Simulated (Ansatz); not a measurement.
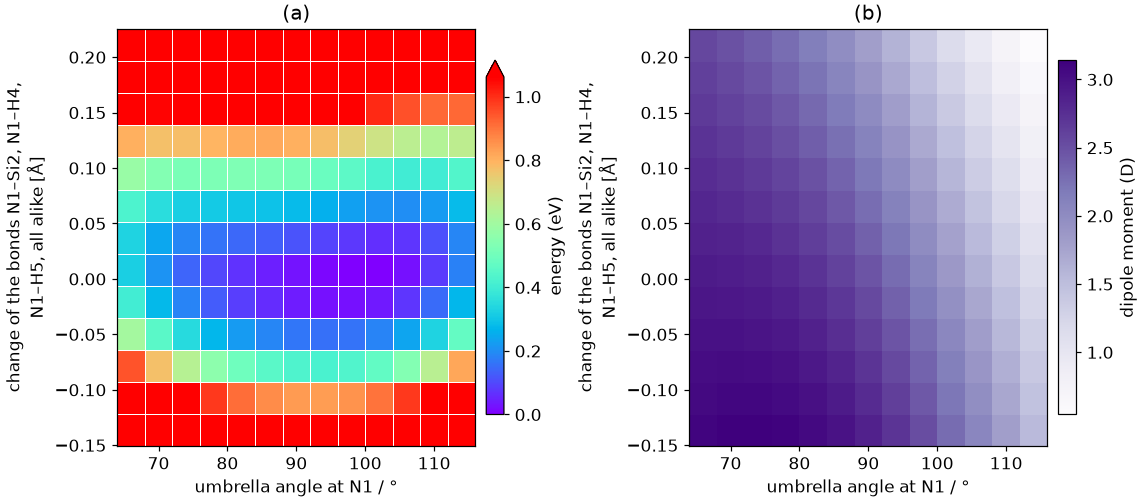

ClH4NSi, SMILES N[SiH2]Cl. Coordinates scanned: (1) umbrella angle at N1 (between each of its bonds and their common axis; 90 is planar); (2) change of the bonds N1–Si2, N1–H4, N1–H5, all alike. Nothing is relaxed (all other coordinates rigid). Grid: 13 × 13 points. Points are written as (first, second). Energies: eV, counted from the lowest grid point. Computed with RKS B3LYP-D4/def2-TZVP in Ansatz 0.2.0.

Panel (a) is the energy and panel (b) the computed dipole moment on the same grid.

Drawn: one coloured cell a grid point, one colour for all values above the top of the scale.

How does the dipole moment vary over the map, and what is it at the lowest grid point?

Answer. Leaving out the highest fifth of the energies, it runs from 0.64 D at (114°, 0.182 Å) to 3.09 D at (70°, −0.107 Å). At the lowest grid point, (98°, 0.008 Å), it is 2.09 D.
